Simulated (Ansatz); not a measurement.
# 4-layer 1T-VO2 (AA) in a perpendicular field, part 4 of 4

Wanted: the out-of-plane response of the 4-layer 1T-VO2 (AA). A positive field points along +c.

Ansatz 0.2.0; plane-wave DFT, PBE-D3(BJ), Ansatz PAW.

So far. Step 11 (Field on, atoms free, field -0.1 V/Å): The dipole is -0.0668 e·Å.

**12. Response, atoms relaxed**

This step: plane-wave DFT, PBE-D3(BJ), Ansatz PAW; response to a field along the normal, atoms relaxed (Ansatz 0.2.0).

The same analysis on the two relaxed runs holds the ionic part too; their mesh is coarser, so small differences from the held value can come from that.

This step gave:

- equivalent conductor thickness p/(ε₀AE): 16.98 Å

Table of dipole of the cell by applied field:

| applied field (V/Å) | dipole of the cell (e·Å) |
| --- | --- |
| -0.1000 | -0.0668 |
| 0.1000 | 0.0668 |

The total moment stays at 4 μB for applied field from -0.1 to 0.1 V/Å.

Local field over the applied field, running mean. From the potentials at -0.1 and 0.1 V/Å; running mean over 2.5 Å. The local field over applied field by z:

| z (Å) | local field over applied field |
| --- | --- |
| 5.0 | 1.000 |
| 7.5 | 0.772 |
| 10.0 | 0.0490 |
| 12.5 | 0.0311 |
| 15.0 | -0.0150 |
| 17.5 | 0.00829 |
| 20.0 | 0.00407 |
| 22.5 | -0.0126 |
| 25.0 | 0.382 |
| 27.5 | 0.989 |

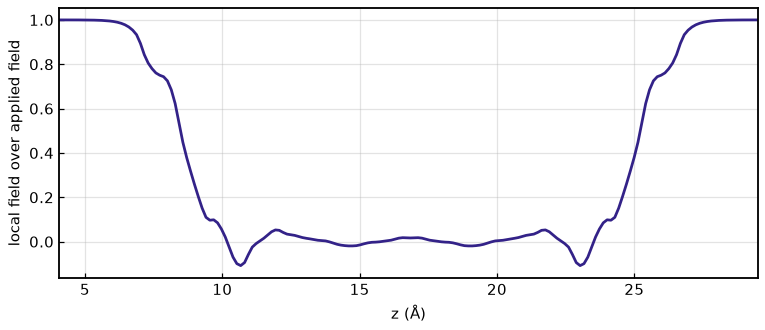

Local field over applied field, plotted against z.

Electrons, planar mean, per unit field. Induced electron density against z:

| z (Å) | induced electron density (e/Å³ per V/Å) |
| --- | --- |
| 5 | 1.2e-6 |
| 6 | 2.2e-5 |
| 7 | 3.3e-4 |
| 8 | 0.00453 |
| 9 | -5.9e-4 |
| 10 | -0.00212 |
| 11 | 0.00182 |
| 12 | 1.2e-4 |
| 13 | -0.00120 |
| 14 | -0.00154 |
| 15 | 0.00282 |
| 16 | 0.00225 |
| 17 | -1.3e-4 |
| 18 | -0.00144 |
| 19 | -0.00210 |
| 20 | -7.7e-5 |
| 21 | 3.5e-4 |
| 22 | -5.1e-4 |
| 23 | -0.00598 |
| 24 | 0.0223 |
| 25 | -0.0175 |
| 26 | -0.00205 |
| 27 | -1.5e-4 |
| 28 | -9.6e-6 |
| 29 | -4.7e-7 |

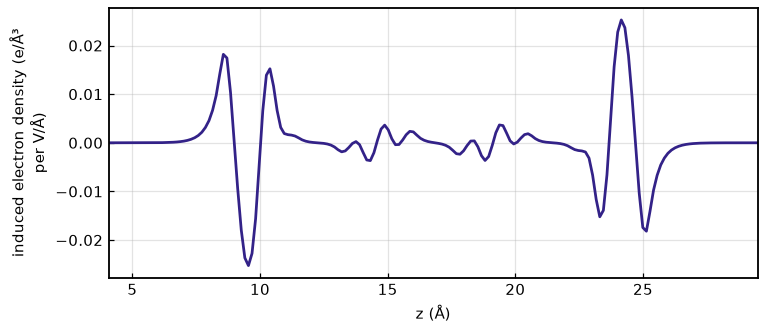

Induced electron density against z.

The induced dipole is that of a conductor 16.98 Å thick.

**13. Varying the input**

This step: plane-wave DFT, PBE-D3(BJ), Ansatz PAW (Ansatz 0.2.0).

A run with a changed input: it repeats the earlier run at 0.03 V/Å with scf.convergence.dr2_threshold from 1e-10 to 1e-05.

The input, input.yaml:

```yaml
crystal:
  lattice:
    - [2.8672832754, 0.0, 0.0]
    - [-1.4336416377, 2.4831401564, 0.0]
    - [0.0, 0.0, 33.6979884606]
  atoms:
    - { symbol: O, position: [0.6666666667, 0.3333333333, 0.2670782563], spin: -0.01 }
    - { symbol: V, position: [0.0, 0.0, 0.2968636944], spin: 0.78 }
    - { symbol: O, position: [0.3333333333, 0.6666666667, 0.3265264027], spin: -0.01 }
    - { symbol: O, position: [0.6666666667, 0.3333333333, 0.4027331036], spin: -0.01 }
    - { symbol: V, position: [0.0, 0.0, 0.4324062294], spin: 0.78 }
    - { symbol: O, position: [0.3333333333, 0.6666666667, 0.4620700512], spin: -0.01 }
    - { symbol: O, position: [0.6666666667, 0.3333333333, 0.5379299488], spin: -0.01 }
    - { symbol: V, position: [0.0, 0.0, 0.5675937706], spin: 0.78 }
    - { symbol: O, position: [0.3333333333, 0.6666666667, 0.5972668964], spin: -0.01 }
    - { symbol: O, position: [0.6666666667, 0.3333333333, 0.6734735973], spin: -0.01 }
    - { symbol: V, position: [0.0, 0.0, 0.7031363056], spin: 0.78 }
    - { symbol: O, position: [0.3333333333, 0.6666666667, 0.7329217437], spin: -0.01 }
magnetization:
  spin_polarized: true
kpoints:
  mp_grid: { grid: [18, 18, 1] }
  band_path:
    path: [[0, 0, 0], [0.5, 0, 0], [0.33333333, 0.33333333, 0], [0, 0, 0]]
    npoints: 16
hamiltonian:
  xc: pbe
  dispersion: d3bj
scf:
  occupations: { method: fermi_dirac, width: 0.02585 }
  convergence: { dr2_threshold: 1.0e-05 }
efield:
  axis: 3
  dipole_correction: true
  ramp_position: 0.97
  ramp_width: 0.06
  amplitude: 0.03
output:
  write_potential: true
  write_density: true
  volumetric_format: npy
```

The run is started by

```console
> ansatz run input.yaml --threads 4 --pin off --max-ram 12288MiB --backend cpu --events-out ev --progress --plain --runs-dir out
```

Numbers of over 12 decimals in the logs are rounded to 6 here.

The log of the run:

```text
[...]
Crystal: 12 atoms, lattice volume = 239.925 Å³
Basis set: ecut = 420 eV, 4685 PW (Γ)
Bands: 64, of which v1, the nominal top of the filled ones, is band 50 counted from 1 (49 counted from 0)
Symmetry: 6 space group operations
k-points: 37 of 324 (time reversal used)
[...]
Starting moments: Σ|m| = 3.2 μB on 12 of 12 sites
[...]
SCF iter   1: F=—  HF=-16172.984141 eV  |F-HF|=—  |Δ(HF+E_count)|=         —  Δρ=5.53e-2 (↑5.33e-2 ↓5.53e-2)  dr2=2.72e1  dr2_m=2.19e-1  M=3.993 μB ∫|m|=4.000 μB  β_m=0.96  ethr=3.10e-3  p=0.021 e·Å  D=1.57e-2 V/Å  ΔV_dip=-0.53 eV  dr2_dipole=5.73e-5  V_vac-E_F(+/−)=5.91/5.51 eV  ⟨swp⟩=7.2  Hψ=20557  notcnv=0
[...]
SCF iter   9: F=-16197.887728 eV  HF=-16197.887728 eV  |F-HF|=2.52e-7  |Δ(HF+E_count)|=   2.41e-7  Δρ=6.72e-6 (↑6.72e-6 ↓5.19e-6)  dr2=2.93e-7  dr2_m=1.02e-8  M=4.000 μB ∫|m|=4.354 μB  ethr=2.82e-9  p=0.020 e·Å  D=1.49e-2 V/Å  ΔV_dip=-0.50 eV  dr2_dipole=2.49e-10  V_vac-E_F(+/−)=6.75/6.32 eV  ⟨swp⟩=1.1  Hψ=11504  notcnv=0
SCF 1 converged in 9 iterations: F = -16197.887728 eV  dr2 = 2.93e-7
[...]
SCF converged after 9 iterations
an eigenvalue changed by more than its tolerance at an iteration that met the thresholds in force, so the SCF went on 1 time: the last check found none over its tolerance
Magnetization: 4.0000 μB (52.0000 up, 48.0000 down)
Absolute magnetization: 4.3585 μB (∫|ρ↑−ρ↓|, with the PAW one-centre terms)
[...]
Per-site moments (μB) at R_I (Å): [(-0.010188, 0.798576), (0.780046, 0.797693), (-0.011091, 0.797693), (-0.011252, 0.797768), (0.780211, 0.797701), (-0.011272, 0.797701), (-0.011271, 0.797701), (0.780218, 0.797701), (-0.011251, 0.797768), (-0.011181, 0.797693), (0.778524, 0.797693), (-0.010327, 0.798576)]
Free energy (F): -16197.887728 eV
[...]
Internal energy: -16197.871011 eV  (E = F + TS)
E sigma→0 (E₀):  -16197.879370 eV
Entropy (-TS):   -0.016717 eV (-1.393 meV/atom)
Fermi energy:    2.039025 eV
Dipole field:    D = 0.014928 V/Å  (p = 0.019794 e·Å, saw-weighted, corrected)
Work function:   not extracted (applied field tilts the vacuum); planar V_es + V_field profile in the machine report
[...]
--- Band table (eV; the first three rows and the last of 74) ---
  k-point 0 ↑: bands = [... 46 lower, -0.1890, -0.1564, 1.3562, 1.3562, 1.3586, 1.3586, 1.3628, 1.3628, ... 10 higher]
  k-point 1 ↑: bands = [... 46 lower, -0.3084, -0.1141, 1.4412, 1.4466, 1.4553, 1.4649, 1.4748, 1.4778, ... 10 higher]
  k-point 2 ↑: bands = [... 46 lower, -0.2981, -0.0314, 1.5912, 1.6023, 1.6200, 1.6401, 1.7408, 1.7427, ... 10 higher]
  k-point 36 ↓: bands = [... 46 lower, -1.3827, -1.2977, 3.0103, 3.0344, 3.0636, 3.0882, 3.6167, 3.6167, ... 10 higher]
```

Run time: 70 s. Hardware: 4 threads of Arm Neoverse V2, shared host; peak memory 1.4 GiB.

| quantity | this run | earlier run | difference |
| --- | --- | --- | --- |
| dipole along the normal (e·Å) | 0.01979 | 0.01982 | -2.5e-5 |
| total moment (μB) | 4.000 | 4.000 | -1.1e-11 |

Nothing in the table moves by 0.01 in its unit (for the dipole 0.5 % and 5e-5 e·Å). The run took 9 SCF cycles against 14.

The change did no harm here.

**14. A changed input**

Another changed input: it repeats the earlier run at 0.03 V/Å with accuracy to high, scf.mixing.algorithm to msr1 and scf.mixing.beta to 0.5.

input.yaml, as its differences from that of step 13:

```diff
@@ -30,3 +30,4 @@
   occupations: { method: fermi_dirac, width: 0.02585 }
-  convergence: { dr2_threshold: 1.0e-05 }
+  convergence: { dr2_threshold: 1.0e-10 }
+  mixing: { algorithm: msr1, beta: 0.5 }
 efield:
@@ -41 +42,2 @@
   volumetric_format: npy
+accuracy: high
```

The log of the run:

```text
[...]
Crystal: 12 atoms, lattice volume = 239.925 Å³
Basis set: ecut = 420 eV, 4685 PW (Γ)
Bands: 64, of which v1, the nominal top of the filled ones, is band 50 counted from 1 (49 counted from 0)
Symmetry: 6 space group operations
k-points: 37 of 324 (time reversal used)
[...]
Starting moments: Σ|m| = 3.2 μB on 12 of 12 sites
[...]
SCF iter   1: F=—  HF=-16171.833590 eV  |F-HF|=—  |Δ(HF+E_count)|=         —  Δρ=5.75e-2 (↑5.55e-2 ↓5.75e-2)  dr2=2.96e1  dr2_m=2.15e-1  M=3.996 μB ∫|m|=4.002 μB  β_m=0.50  ethr=3.10e-3  p=0.021 e·Å  D=1.57e-2 V/Å  ΔV_dip=-0.53 eV  dr2_dipole=9.30e-5  V_vac-E_F(+/−)=5.66/5.26 eV  ⟨swp⟩=7.2  Hψ=20510  notcnv=0
[...]
SCF iter  14: F=-16197.887657 eV  HF=-16197.887657 eV  |F-HF|=1.33e-10  |Δ(HF+E_count)|=  1.09e-11  Δρ=2.05e-8 (↑2.05e-8 ↓1.23e-8)  dr2=3.68e-12  dr2_m=3.62e-13  M=4.000 μB ∫|m|=4.355 μB  ethr=1.00e-12  p=0.020 e·Å  D=1.49e-2 V/Å  ΔV_dip=-0.50 eV  dr2_dipole=1.07e-12  V_vac-E_F(+/−)=6.75/6.32 eV  ⟨swp⟩=10.9  Hψ=16844  notcnv=0
SCF 1 converged in 14 iterations: F = -16197.887657 eV  dr2 = 3.68e-12
[...]
SCF converged after 14 iterations
Magnetization: 4.0000 μB (52.0000 up, 48.0000 down)
Absolute magnetization: 4.3590 μB (∫|ρ↑−ρ↓|, with the PAW one-centre terms)
[...]
Per-site moments (μB) at R_I (Å): [(-0.010196, 0.798576), (0.780030, 0.797693), (-0.011098, 0.797693), (-0.011258, 0.797768), (0.780243, 0.797701), (-0.011279, 0.797701), (-0.011277, 0.797701), (0.780247, 0.797701), (-0.011257, 0.797768), (-0.011188, 0.797693), (0.778505, 0.797693), (-0.010336, 0.798576)]
Free energy (F): -16197.887657 eV
[...]
Internal energy: -16197.870940 eV  (E = F + TS)
E sigma→0 (E₀):  -16197.879298 eV
Entropy (-TS):   -0.016717 eV (-1.393 meV/atom)
Fermi energy:    2.038868 eV
Dipole field:    D = 0.014949 V/Å  (p = 0.019822 e·Å, saw-weighted, corrected)
Work function:   not extracted (applied field tilts the vacuum); planar V_es + V_field profile in the machine report
[...]
--- Band table (eV; the first three rows and the last of 74) ---
  k-point 0 ↑: bands = [... 46 lower, -0.1891, -0.1565, 1.3560, 1.3560, 1.3584, 1.3584, 1.3626, 1.3626, ... 10 higher]
  k-point 1 ↑: bands = [... 46 lower, -0.3085, -0.1142, 1.4410, 1.4464, 1.4551, 1.4647, 1.4746, 1.4776, ... 10 higher]
  k-point 2 ↑: bands = [... 46 lower, -0.2982, -0.0315, 1.5910, 1.6022, 1.6199, 1.6399, 1.7406, 1.7425, ... 10 higher]
  k-point 36 ↓: bands = [... 46 lower, -1.3829, -1.2978, 3.0100, 3.0341, 3.0633, 3.0879, 3.6167, 3.6167, ... 10 higher]
```

Run time: 72 s. Hardware: 4 threads; peak memory 1.5 GiB.

This step gave:

```
energy at zero smearing : -16197.8793 eV
dipole along the normal : 0.01982 e·Å
```

Deep bands are left out, so band numbers here count from the lowest band kept and differ from the log's. Electronic bands along the path, in eV, zero at the Fermi level; # counts the bands kept:

| point | up #25 | up #27 | up #28 | up #32 | down #25 | down #26 | down #27 | down #28 |
| --- | --- | --- | --- | --- | --- | --- | --- | --- |
| Γ | -0.68 | -0.68 | -0.68 | -0.67 | 0.42 | 0.42 | 0.42 | 0.42 |
| M | -0.43 | -0.38 | -0.36 | 0.29 | 0.59 | 0.60 | 0.62 | 0.64 |
| K | -0.30 | -0.26 | -0.25 | 0.69 | 0.97 | 1.00 | 1.02 | 1.05 |
| Γ | -0.68 | -0.68 | -0.68 | -0.67 | 0.42 | 0.42 | 0.42 | 0.42 |

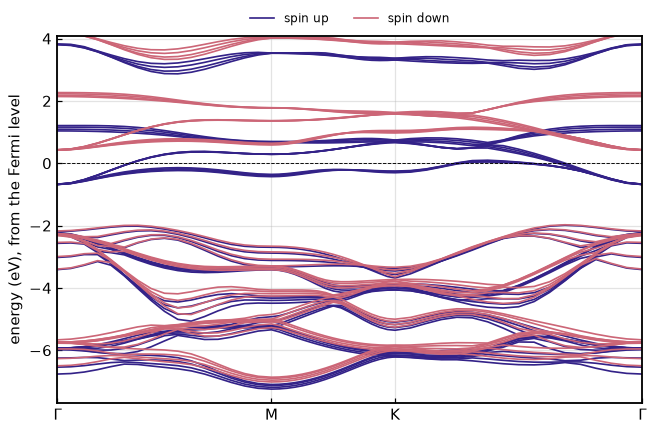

Electronic bands along the path; the two colours are the two spins.

| quantity | this run | earlier run | difference |
| --- | --- | --- | --- |
| dipole along the normal (e·Å) | 0.01982 | 0.01982 | 2.5e-6 |
| total moment (μB) | 4.000 | 4.000 | 6.7e-12 |

Nothing in the table moves by 0.01 in its unit (for the dipole 0.5 % and 5e-5 e·Å).

**15. What came out**

| Property | Result |
| --- | --- |
| gap without field | none |
| work function, upper face | 6.55 eV |
| equivalent conductor thickness, atoms held | 16.8 Å |
| equivalent conductor thickness, atoms relaxed | 17.0 Å |

What this shows: The induced dipole equals that of a perfect conductor 16.79 Å thick, while the outer atoms lie 15.70 Å apart. Letting the atoms follow the field adds 0.19 Å to the equivalent conductor thickness: the ionic part of the response. There is no gap over 0.03 eV, with or without the field. For an open d or f shell that can be the fault of a semilocal functional without a Hubbard term. The magnetic order is the one reached from the typed start; other orders were not compared.

[Logs are printed without paths, hosts, clocks, repeated set-up lines and the standing remarks that a program may print on its own settings, such as how far it seeks lower states.]

[Hosts, paths, dates, database ids (printed as entryN), source tags and the programs' standing remarks are cut or masked in the printed files.]

[Maps of the electrostatic potential energy from Ansatz leave out the sawtooth potential of an applied field or a dipole correction, so their vacuum need not be flat; planar profiles and work functions include it.]
